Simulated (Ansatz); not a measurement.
```xyz
5

C     0.0167    0.2885   -0.2866
F     1.1762    0.6701   -0.7637
Ge   -2.1330   -0.4188    0.5979
O    -0.6000    1.0517    0.4900
O    -0.4391   -0.8276   -0.6218
```

Geometry: PBE0-D3(BJ)/pcseg-1.

These are results of Ansatz 0.2.0, isolated molecule in a Gaussian basis; Kohn-Sham density functional theory, functional PBE0, not measurements.

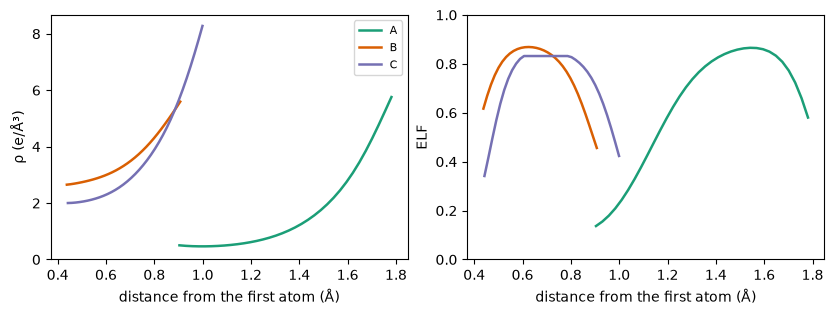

CFGeO2 (SMILES F[C]1[O][Ge][O]1) (doublet). Total electron density and ELF along straight lines between neighbouring atoms. The curves leave out the atomic cores.

### Which curve belongs to which contact (C–F, C–O and Ge–O)? The first atom named is at distance zero.

Curve A: Ge–O (2.13 Å): ρ at the midpoint is about 0.48 e/Å³; the ELF peaks at about 0.85 in the valence shell of O, 0.6 Å from its nucleus, and is about 0.35 at the midpoint. Curve B: C–O (1.25 Å): ρ at the midpoint is about 3.1 e/Å³; the ELF peaks at about 0.85 between the atoms: a short, strongly polar bond. Curve C: C–F (1.31 Å): the density is about 2.6 e/Å³ at the midpoint; the ELF peaks at about 0.85 between the atoms: a polar covalent bond.
